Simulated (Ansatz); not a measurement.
# Sn3C2: a trial structure relaxed, part 2 of 2

Where does Sn3C2 go from the start given, tetradymite type (R-3m, No. 166)?

Ansatz 0.2.0; DFT PBE, scalar-relativistic, plane waves, PAW.

## Step 4: Full relaxation

Input file input.yaml:

```yaml
crystal:
  lattice:
    - [1.7531974682, 1.0122090302, 8.0424767458]
    - [-1.7531974682, 1.0122090302, 8.0424767458]
    - [0.0, -2.0244180604, 8.0424767458]
  atoms:
    - { symbol: Sn, position: [0.0, 0.0, 0.0] }
    - { symbol: Sn, position: [0.2211353865, 0.2211353865, 0.2211353865] }
    - { symbol: Sn, position: [0.7788646135, 0.7788646135, 0.7788646135] }
    - { symbol: C, position: [0.3967166763, 0.3967166763, 0.3967166763] }
    - { symbol: C, position: [0.6032833237, 0.6032833237, 0.6032833237] }
basis:
  ecutwfc: 420
kpoints:
  mp_grid: { grid: [12, 12, 12] }
hamiltonian:
  xc: pbe
scf:
  occupations: { method: gaussian, width: 0.1 }
output:
  forces: true
  stress: true
  eigenvalues: true
relax:
  adjacent_minimum: "off"
  f_tol: 0.01
  max_steps: 80
  cell: { stress_tol: 0.05 }
```

Started as:

```bash
$ ansatz run input.yaml --threads 1 --pin off --max-ram 2560MiB --backend cpu --events-out ev --progress --plain --runs-dir out
```

Standard output:

```text
Warning: RAYON_NUM_THREADS=1 ignored (pool sized by the plan → 1); use --threads N
basis.fft_grid_basis auto: the FFT boxes are laid along the combinations [[1, 0, -1], [0, 1, -1], [0, 0, 1]] of the cell's own vectors, 3.506, 3.506 and 8.293 Å long. The dense box has 24×24×60 points. Along the cell's own vectors, as sized, it would have 60×60×60, 6.25 times as many. Of the 12 symmetry operations that the crystal satisfies within crystal.symmetry.tolerance (time reversal apart; of a slab, those that keep its plane) the dense box along the cell's own vectors carries 12, and the one as laid loses 8 of those. basis.fft_grid_basis: typed keeps the cell's own vectors: state it where this run's energies or levels are differenced outside the engine with another run's, or held beside a run that keeps those vectors.
Engine: ansatz 0.2.0, x86_64-unknown-linux-gnu
Pseudopotentials: kind: paw
Pseudopotential: Sn, paw, valence charge 14, recommended cutoff 420 eV (normal), Sn.paw.azcp
Pseudopotential: C, paw, valence charge 4, recommended cutoff 420 eV (normal), C.paw.azcp
Functional definition: PBE
  parameter kappa = 0.804
  parameter beta = 0.06672455060314922
  exchange = pbe_x(kappa = kappa, mu = beta*pi^2/3)
  correlation = pbe_c(beta = beta)
Crystal: 5 atoms, lattice volume = 85.633 Å³
Basis set: ecut = 420 eV, 1647 PW (Γ), FFT grids on a1−a3, a2−a3, a3, exchange–correlation on 48×48×120 points (8 copies of the dense FFT grid, shifted against one another)
Bands: 30, of which v1, the nominal top of the filled ones, is band 25 counted from 1 (24 counted from 0)
Symmetry: 12 space group operations
Space group: R-3m (ITA 166), of the structure as read, at distance tolerance 4.4e-5 Å
k-points: 189 of 1728
Non-local potential: Sn, projectors of the file, l = 0: 2, l = 1: 2, l = 2: 2, l = 3: 2
Non-local potential: C, projectors of the file, l = 0: 2, l = 1: 2, l = 2: 1
PAW form: soft (Blöchl's): semilocal exchange-correlation on the pseudo side does not see the compensation charge
PAW one-centre angular grid: Sn, 590 points (default); XC on 64 Gauss nodes
PAW one-centre angular grid: C, 110 points (default); XC on 64 Gauss nodes
Initial density: superposition of atomic densities (neutral atoms: chi_scale 0, normalization atom), corrected by the library's trained network
Initial wavefunctions: pseudopotential atomic-orbital guess
Functional: x = pbe(κ = 0.804, μ = 0.2195149727645171), c = pbe(β = 0.06672455060314922)
SCF iter   1: F=—  HF=-18569.395558 eV  |F-HF|=—  |Δ(HF+E_count)|=         —  Δρ=2.61e-3  dr2=7.98e-3  ethr=1.77e-3  ⟨swp⟩=6.1  Hψ=25013  notcnv=0
preconditioner: auto → Kerker (q_TF=auto, 2.494 Å⁻¹)  [metal: Δε(μ)=0.010 eV  Ē_g=17.959 eV  σ=0.100 eV  W_gap=0.06  n_scr=30 (ndim 8)  ℏωp=28.4 eV  f_vac=0.000  D(μ)=1.13/eV (n_scr^D=2)]
SCF iter   2: F=—  HF=-18569.391931 eV  |F-HF|=—  |Δ(HF+E_count)|=   3.63e-3  Δρ=1.26e-3  dr2=1.94e-3  ethr=1.60e-5  ⟨swp⟩=2.5  Hψ=11367  notcnv=0
SCF iter   3: F=—  HF=-18569.391784 eV  |F-HF|=—  |Δ(HF+E_count)|=   1.46e-4  Δρ=5.55e-4  dr2=3.81e-4  ethr=3.89e-6  ⟨swp⟩=2.5  Hψ=10180  notcnv=0
SCF iter   4: F=—  HF=-18569.391744 eV  |F-HF|=—  |Δ(HF+E_count)|=   4.00e-5  Δρ=1.72e-4  dr2=3.58e-5  ethr=7.63e-7  ⟨swp⟩=2.6  Hψ=7054  notcnv=0
SCF iter   5: F=—  HF=-18569.391749 eV  |F-HF|=—  |Δ(HF+E_count)|=   4.37e-6  Δρ=4.27e-5  dr2=1.86e-6  ethr=7.16e-8  ⟨swp⟩=2.3  Hψ=7930  notcnv=0
SCF iter   6: F=—  HF=-18569.391749 eV  |F-HF|=—  |Δ(HF+E_count)|=   4.69e-7  Δρ=1.23e-5  dr2=2.38e-7  ethr=3.72e-9  ⟨swp⟩=2.7  Hψ=8945  notcnv=0
SCF iter   7: F=-18569.391749 eV  HF=-18569.391749 eV  |F-HF|=1.82e-8  |Δ(HF+E_count)|=   1.57e-8  Δρ=4.52e-6  dr2=3.36e-8  ethr=2.00e-10  ⟨swp⟩=7.0  Hψ=21611  notcnv=0
SCF 1 converged in 7 iterations: F = -18569.391749 eV  dr2 = 3.36e-8
relax step   1: F+E_penalty+E_count = -18569.39174922 eV  Δ(F+E_penalty+E_count) = +0.000e0 eV  max|allowed force component| = 6.812e-2 eV/Å  Δτ_max = 0.0000 Å  P = +0.461 GPa  Ω = 85.633 Å³  (7 SCF iters, dr2 threshold 1.00e-7 eV, accepted)
Crystal: 5 atoms, lattice volume = 88.332 Å³
Basis set: ecut = 420 eV, 1743 PW (Γ), FFT grids on a1−a3, a2−a3, a3, exchange–correlation on 48×48×120 points (8 copies of the dense FFT grid, shifted against one another)
Initial density: handed on by an earlier stage of this run
Initial wavefunctions: those handed on with the density
iter 1 solved again at ethr=3.65e-5 eV; its pass at ethr=3.10e-3 eV (dr2=1.83e-2 eV) is discarded
SCF iter   1: F=—  HF=-18569.362527 eV  |F-HF|=—  |Δ(HF+E_count)|=         —  Δρ=4.40e-3  dr2=1.86e-2  ethr=3.65e-5  ⟨swp⟩=2.0  Hψ=32333  notcnv=0
preconditioner: auto → Kerker (q_TF=auto, 2.481 Å⁻¹)  [metal: Δε(μ)=0.045 eV  Ē_g=17.909 eV  σ=0.100 eV  W_gap=0.25  n_scr=30 (ndim 8)  ℏωp=27.9 eV  f_vac=0.000  D(μ)=1.14/eV (n_scr^D=2)]
SCF iter   2: F=—  HF=-18569.359995 eV  |F-HF|=—  |Δ(HF+E_count)|=   2.53e-3  Δρ=2.47e-3  dr2=7.72e-3  ethr=3.65e-5  ⟨swp⟩=1.0  Hψ=5671  notcnv=0
SCF iter   3: F=—  HF=-18569.359081 eV  |F-HF|=—  |Δ(HF+E_count)|=   9.14e-4  Δρ=4.99e-4  dr2=7.62e-4  ethr=1.54e-5  ⟨swp⟩=2.0  Hψ=6446  notcnv=0
SCF iter   4: F=—  HF=-18569.359012 eV  |F-HF|=—  |Δ(HF+E_count)|=   6.94e-5  Δρ=1.60e-4  dr2=6.95e-5  ethr=1.52e-6  ⟨swp⟩=2.0  Hψ=6949  notcnv=0
SCF iter   5: F=—  HF=-18569.359012 eV  |F-HF|=—  |Δ(HF+E_count)|=   4.22e-7  Δρ=4.81e-5  dr2=5.99e-6  ethr=1.39e-7  ⟨swp⟩=2.0  Hψ=6233  notcnv=0
SCF iter   6: F=—  HF=-18569.359012 eV  |F-HF|=—  |Δ(HF+E_count)|=   3.86e-7  Δρ=1.83e-5  dr2=8.10e-7  ethr=1.20e-8  ⟨swp⟩=2.0  Hψ=7350  notcnv=0
SCF iter   7: F=-18569.359012 eV  HF=-18569.359012 eV  |F-HF|=8.72e-9  |Δ(HF+E_count)|=   1.09e-7  Δρ=6.81e-6  dr2=5.17e-8  ethr=1.00e-9  ⟨swp⟩=6.2  Hψ=23020  notcnv=0
SCF 2 converged in 7 iterations: F = -18569.359012 eV  dr2 = 5.17e-8
relax step   2: F+E_penalty+E_count = -18569.35901164 eV  Δ(F+E_penalty+E_count) = +3.274e-2 eV  max|allowed force component| = 4.047e-1 eV/Å  Δτ_max = 0.0800 Å  P = -0.448 GPa  Ω = 88.332 Å³  energy of the carried Pulay correction = -2.952e-3 eV  (7 SCF iters, dr2 threshold 5.00e-7 eV, rejected (line search))
Crystal: 5 atoms, lattice volume = 86.982 Å³
Basis set: ecut = 420 eV, 1659 PW (Γ), FFT grids on a1−a3, a2−a3, a3, exchange–correlation on 48×48×120 points (8 copies of the dense FFT grid, shifted against one another)
iter 1 solved again at ethr=2.51e-5 eV; its pass at ethr=3.10e-3 eV (dr2=1.25e-2 eV) is discarded
SCF iter   1: F=—  HF=-18569.393337 eV  |F-HF|=—  |Δ(HF+E_count)|=         —  Δρ=3.80e-3  dr2=1.31e-2  ethr=2.51e-5  ⟨swp⟩=2.0  Hψ=31956  notcnv=0
preconditioner: auto → Kerker (q_TF=auto, 2.488 Å⁻¹)  [metal: Δε(μ)=0.016 eV  Ē_g=17.880 eV  σ=0.100 eV  W_gap=0.09  n_scr=30 (ndim 8)  ℏωp=28.2 eV  f_vac=0.000  D(μ)=1.01/eV (n_scr^D=2)]
SCF iter   2: F=—  HF=-18569.391929 eV  |F-HF|=—  |Δ(HF+E_count)|=   1.41e-3  Δρ=2.21e-3  dr2=5.53e-3  ethr=2.51e-5  ⟨swp⟩=1.0  Hψ=5670  notcnv=0
SCF iter   3: F=—  HF=-18569.391161 eV  |F-HF|=—  |Δ(HF+E_count)|=   7.68e-4  Δρ=3.09e-4  dr2=3.17e-4  ethr=1.11e-5  ⟨swp⟩=2.0  Hψ=6640  notcnv=0
SCF iter   4: F=—  HF=-18569.391116 eV  |F-HF|=—  |Δ(HF+E_count)|=   4.55e-5  Δρ=1.36e-4  dr2=3.62e-5  ethr=6.33e-7  ⟨swp⟩=2.1  Hψ=6883  notcnv=0
SCF iter   5: F=—  HF=-18569.391120 eV  |F-HF|=—  |Δ(HF+E_count)|=   4.60e-6  Δρ=4.23e-5  dr2=3.11e-6  ethr=7.25e-8  ⟨swp⟩=2.3  Hψ=7945  notcnv=0
SCF iter   6: F=—  HF=-18569.391119 eV  |F-HF|=—  |Δ(HF+E_count)|=   1.65e-6  Δρ=1.57e-5  dr2=4.44e-7  ethr=6.23e-9  ⟨swp⟩=2.2  Hψ=7920  notcnv=0
SCF iter   7: F=—  HF=-18569.391119 eV  |F-HF|=—  |Δ(HF+E_count)|=   3.53e-8  Δρ=4.72e-6  dr2=2.61e-8  ethr=8.89e-10  ⟨swp⟩=2.0  Hψ=7106  notcnv=0
SCF iter   8: F=—  HF=-18569.391119 eV  |F-HF|=—  |Δ(HF+E_count)|=   7.79e-9  Δρ=9.99e-7  dr2=1.75e-9  ethr=5.22e-11  ⟨swp⟩=2.1  Hψ=7959  notcnv=0
SCF iter   9: F=—  HF=-18569.391119 eV  |F-HF|=—  |Δ(HF+E_count)|=  3.20e-10  Δρ=4.02e-7  dr2=2.77e-10  ethr=3.50e-12  ⟨swp⟩=2.1  Hψ=10166  notcnv=0
SCF iter  10: F=—  HF=-18569.391119 eV  |F-HF|=—  |Δ(HF+E_count)|=  1.82e-11  Δρ=1.85e-7  dr2=6.71e-11  ethr=1.00e-12  ⟨swp⟩=5.0  Hψ=21043  notcnv=0
SCF iter  11: F=-18569.391119 eV  HF=-18569.391119 eV  |F-HF|=3.64e-12  |Δ(HF+E_count)|=  7.28e-12  Δρ=5.79e-8  dr2=5.37e-12  ethr=1.00e-12  ⟨swp⟩=4.7  Hψ=18080  notcnv=0
SCF 3 converged in 11 iterations: F = -18569.391119 eV  dr2 = 5.37e-12
relax step   3: F+E_penalty+E_count = -18569.39111851 eV  Δ(F+E_penalty+E_count) = +6.307e-4 eV  max|allowed force component| = 8.722e-2 eV/Å  Δτ_max = 0.0098 Å  P = -0.755 GPa  Ω = 86.982 Å³  energy of the carried Pulay correction = -1.487e-3 eV  (11 SCF iters, accepted)
[... 9 lines left out ...]
relax step   4: F+E_penalty+E_count = -18569.39326629 eV  Δ(F+E_penalty+E_count) = -2.148e-3 eV  max|allowed force component| = 5.506e-2 eV/Å  Δτ_max = 0.0032 Å  P = -0.077 GPa  Ω = 86.444 Å³  energy of the carried Pulay correction = -8.967e-4 eV  (5 SCF iters, dr2 threshold 5.00e-7 eV, accepted)
[... 9 lines left out ...]
relax step   5: F+E_penalty+E_count = -18569.39407235 eV  Δ(F+E_penalty+E_count) = -8.061e-4 eV  max|allowed force component| = 2.827e-2 eV/Å  Δτ_max = 0.0106 Å  P = -0.028 GPa  Ω = 86.456 Å³  energy of the carried Pulay correction = -9.102e-4 eV  (5 SCF iters, dr2 threshold 1.89e-7 eV, accepted)
[... 10 lines left out ...]
relax step   6: F+E_penalty+E_count = -18569.39428947 eV  Δ(F+E_penalty+E_count) = -2.171e-4 eV  max|allowed force component| = 1.030e-2 eV/Å  Δτ_max = 0.0116 Å  P = +0.009 GPa  Ω = 86.501 Å³  energy of the carried Pulay correction = -9.600e-4 eV  (6 SCF iters, dr2 threshold 5.00e-8 eV, accepted)
[... 8 lines left out ...]
relax step   7: F+E_penalty+E_count = -18569.39435578 eV  Δ(F+E_penalty+E_count) = -6.631e-5 eV  max|allowed force component| = 2.775e-4 eV/Å  Δτ_max = 0.0001 Å  P = -0.001 GPa  Ω = 86.506 Å³  energy of the carried Pulay correction = -9.655e-4 eV  (4 SCF iters, dr2 threshold 6.84e-8 eV, accepted)
Initial wavefunctions: pseudopotential atomic-orbital guess (no wavefunctions were taken with the density)
iter 1 solved again at ethr=2.89e-7 eV; its pass at ethr=3.10e-3 eV (dr2=1.44e-4 eV) is discarded
SCF iter   1: F=—  HF=-18569.395369 eV  |F-HF|=—  |Δ(HF+E_count)|=         —  Δρ=3.01e-5  dr2=1.59e-7  ethr=2.89e-7  ⟨swp⟩=3.0  Hψ=37795  notcnv=0
preconditioner: auto → Kerker (q_TF=auto, 2.490 Å⁻¹)  [metal: Δε(μ)=0.021 eV  Ē_g=17.927 eV  σ=0.100 eV  W_gap=0.12  n_scr=30 (ndim 8)  ℏωp=28.2 eV  f_vac=0.000  D(μ)=0.96/eV (n_scr^D=2)]
SCF iter   2: F=—  HF=-18569.395375 eV  |F-HF|=—  |Δ(HF+E_count)|=   5.91e-6  Δρ=1.56e-5  dr2=3.84e-8  ethr=3.19e-10  ⟨swp⟩=2.7  Hψ=10796  notcnv=0
SCF iter   3: F=—  HF=-18569.395375 eV  |F-HF|=—  |Δ(HF+E_count)|=   1.13e-7  Δρ=3.66e-6  dr2=5.46e-9  ethr=7.68e-11  ⟨swp⟩=2.0  Hψ=7555  notcnv=0
SCF iter   4: F=—  HF=-18569.395375 eV  |F-HF|=—  |Δ(HF+E_count)|=   4.63e-9  Δρ=6.70e-7  dr2=6.80e-10  ethr=1.09e-11  ⟨swp⟩=2.0  Hψ=7556  notcnv=0
SCF iter   5: F=—  HF=-18569.395375 eV  |F-HF|=—  |Δ(HF+E_count)|=  1.09e-10  Δρ=3.27e-7  dr2=1.55e-10  ethr=1.36e-12  ⟨swp⟩=2.4  Hψ=8034  notcnv=0
SCF iter   6: F=-18569.395375 eV  HF=-18569.395375 eV  |F-HF|=7.28e-12  |Δ(HF+E_count)|=  3.64e-12  Δρ=5.47e-8  dr2=6.86e-12  ethr=1.00e-12  ⟨swp⟩=5.6  Hψ=20693  notcnv=0
SCF 8 converged in 6 iterations: F = -18569.395375 eV  dr2 = 6.86e-12
relax step   8: F+E_penalty+E_count = -18569.39537464 eV  Δ(F+E_penalty+E_count) = -1.019e-3 eV  max|allowed force component| = 1.729e-4 eV/Å  Δτ_max = 0.0000 Å  P = +0.010 GPa  Ω = 86.506 Å³  stress off target by 1.93e-2 GPa  SCF on the basis re-selected at this cell (its energy is not comparable with the rows above)  (6 SCF iters)
basis re-selected at this cell: Δ(F+E_penalty+E_count) = -1.019e-3 eV, ΔP = +0.011 GPa vs the last step (what re-selecting the basis moved, of the pressure what is left beyond the Pulay correction that the steps carried, after the strain that the cell walked since its last selection, with what the two solves' SCF thresholds leave and, on support functions, any second-order correction that the steps lacked; it is no measure of the basis error at this ecutwfc). This SCF's stress stands 1.93e-2 GPa from its target on what of the cell is left free (relax.cell.stress_tol is 5.00e-2 GPa) and its largest allowed force component is 1.73e-4 eV/Å (relax.f_tol is 1.00e-2 eV/Å): within both
SCF converged after 6 iterations
Free energy (F): -18569.395375 eV
Harris-Foulkes:  -18569.395375 eV  (|F-HF|=7.28e-12)
Internal energy: -18569.390562 eV  (E = F + TS)
E sigma→0 (E₀):  -18569.392968 eV
Entropy (-TS):   -0.004813 eV (-0.963 meV/atom)
Fermi energy:    12.183480 eV
--- Per-component energies (eV) ---
  E_band       = -149.069116
  E_kinetic    = 728.932698
  E_local      = -2416.263262  (includes V_loc(G=0)·N_el)
  E_nonlocal   = -41.951712
  E_hartree    = 1533.500537
  E_xc         = -1241.782200
  E_vxc        = -404.950470  (∫ρ·V_xc dr)
  E_paw        = -12609.055185  (= ΣΔE_a)
  E_vpaw       = -1081.837524  (= ΣTr[D̂ρ^β])
  E_aug_tail   = 0.000009  (compensation charges beyond the density's cutoff)
  E_ewald      = -4522.771445
  E_smearing   = -0.004813  (= −TS)
  E_closure    = 0.000000  (closes the sum)
  Σ components = -18569.395375   (vs F -18569.395375, Δ=0.00e0)
--- Forces (eV/Å), atoms counted from 1 ---
  atom   1  Sn     0.00000000     0.00000000     0.00000000
  atom   2  Sn    -0.00000000    -0.00000000     0.00017288
  atom   3  Sn     0.00000000     0.00000000    -0.00017288
  atom   4  C     -0.00000000    -0.00000000    -0.00005664
  atom   5  C      0.00000000     0.00000000     0.00005664
  max |Σ_I F_I| component: 9.25e-18 eV/Å
--- Stress (GPa, compression-positive) ---
        0.005910      -0.000000       0.000000
        0.000000       0.005910       0.000000
        0.000000       0.000000       0.019308
  P = ⅓ Tr σ = 0.0104 GPa (0.104 kbar)
--- Band table (eV; the first three rows and the last of 189) ---
  k-point 0: bands = ["-9.5401", "-9.5278", "-9.5278", "-9.4802", "-9.4802", "-9.3588", "-9.3588", "-9.3484", "-9.3484", "-9.3428", "-9.3306", "-9.2688", "-9.2688", "-9.2468", "-9.2468", "-1.7988", "-0.5420", "2.6461", "7.5255", "7.5687", "11.2386", "11.2386", "11.3701", "11.3701", "13.1001", "13.6372", "15.6607", "16.5159", "16.5159", "16.5262"]
  k-point 1: bands = ["-9.5379", "-9.5284", "-9.5209", "-9.4863", "-9.4814", "-9.3632", "-9.3550", "-9.3523", "-9.3401", "-9.3365", "-9.3248", "-9.2733", "-9.2694", "-9.2494", "-9.2458", "-1.6916", "-0.4406", "2.7648", "7.3749", "7.7757", "10.5443", "10.8174", "10.9913", "11.3397", "13.5324", "14.0195", "15.3945", "15.5332", "16.4677", "16.7410"]
  k-point 2: bands = ["-9.5413", "-9.5211", "-9.5032", "-9.5027", "-9.4841", "-9.3775", "-9.3580", "-9.3441", "-9.3228", "-9.3189", "-9.3117", "-9.2847", "-9.2693", "-9.2536", "-9.2438", "-1.3719", "-0.1412", "3.1202", "7.1098", "7.9721", "9.4384", "9.9282", "10.5440", "11.0923", "12.9576", "14.4558", "14.5975", "15.6485", "16.4471", "16.5604"]
  k-point 188: bands = ["-9.5402", "-9.5260", "-9.5260", "-9.4821", "-9.4821", "-9.3645", "-9.3645", "-9.3431", "-9.3382", "-9.3382", "-9.3300", "-9.2815", "-9.2815", "-9.2385", "-9.2385", "-1.6218", "-0.9278", "4.1110", "4.4742", "10.8551", "11.1532", "11.2344", "11.2344", "11.3777", "11.3777", "13.7156", "16.0589", "16.1239", "16.1239", "17.1852"]
--- Relaxed structure (7 steps of the walk, 6 accepted, 1 SCFs on fresh bases) ---
  F+E_penalty+E_count = -18569.39537464 eV   max|allowed force component| = 1.729e-4 eV/Å   (the final SCF, on the basis selected at the relaxed cell)
  cell:  # Å, volume = 86.5065 Å³
    - [1.7568572621387755, 1.0143220132235704, 8.090679799154081]
    - [-1.7568572621387755, 1.0143220132235704, 8.090679799154081]
    - [-2.9462239104606846e-33, -2.028644026447142, 8.090679799154081]
  atoms:
    - { symbol: Sn, position: [-3.5991324769390646e-20, -3.599132476939291e-20, -3.5991324769391735e-20] }
    - { symbol: Sn, position: [0.22151305931578072, 0.22151305931578072, 0.2215130593157807] }
    - { symbol: Sn, position: [0.7784869406842192, 0.7784869406842192, 0.7784869406842192] }
    - { symbol: C, position: [0.3976921939488592, 0.3976921939488592, 0.3976921939488592] }
    - { symbol: C, position: [0.6023078060511408, 0.6023078060511408, 0.6023078060511408] }
```

Wall time 3.4 min (1 thread of Intel Xeon at 2.70GHz, shared host); peak memory 0.66 GiB.

Step by step:

```csv
step,energy from step 1 (eV/cell),largest force component (eV/Å),pressure (GPa),volume (Å³)
1,0.0000,0.0681,0.46,85.63
2,0.0327,0.4047,-0.45,88.33
3,0.0006,0.0872,-0.76,86.98
4,-0.0015,0.0551,-0.08,86.44
5,-0.0023,0.0283,-0.03,86.46
6,-0.0025,0.0103,0.01,86.50
7,-0.0026,0.0003,0.00,86.51
8,-0.0036,0.0002,0.01,86.51
```

Step 1 is the start. Step 8 repeats the geometry before it on a plane-wave basis chosen anew for that cell, so its energy need not be comparable with the rows above. Step 2 was tried and not accepted.

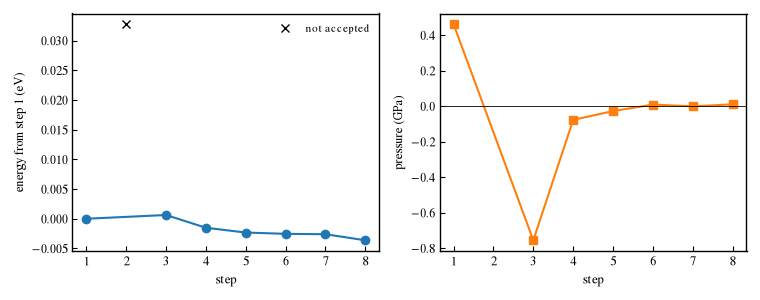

Energy and pressure along the relaxation.

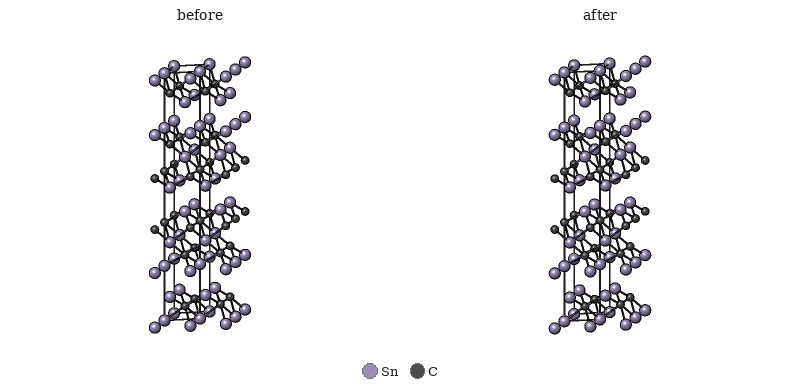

Before and after, at one scale.

Lengths and angles in the start's conventional setting:

|  | before | after | change |
| --- | --- | --- | --- |
| a (Å) | 3.506 | 3.514 | +0.2 % |
| b (Å) | 3.506 | 3.514 | +0.2 % |
| c (Å) | 24.127 | 24.272 | +0.6 % |
| volume (Å³/atom) | 17.13 | 17.30 | +1.0 % |
| shortest distance (Å) | 2.342 | 2.333 | -0.4 % |
| space group (0.01 Å) | R-3m | R-3m | same |

The run keeps the 12 symmetry operations of the start, so it could not have lowered the symmetry.

## Step 5: Results

What follows sums up all 2 parts. Changes of volume or cell count from the first structure of part 1.

Formation energies count from the elements, computed with the same settings in runs not shown here.

| quantity | value |
| --- | --- |
| cell (conventional) | a = 3.514 Å, b = 3.514 Å, c = 24.272 Å, α = 90.00°, β = 90.00°, γ = 120.00° |
| space group | R-3m (No. 166) |
| volume | 17.30 Å³/atom |
| gap on the mesh | none (metal) |
| formation energy from the elements | +1.027 eV/atom |

The space group stayed R-3m, and from the first guess the volume went from 18.72 to 17.30 Å³/atom. The formation energy of +1.03 eV/atom is positive, so the elements lie lower than this structure; another structure of the compound can lie lower.
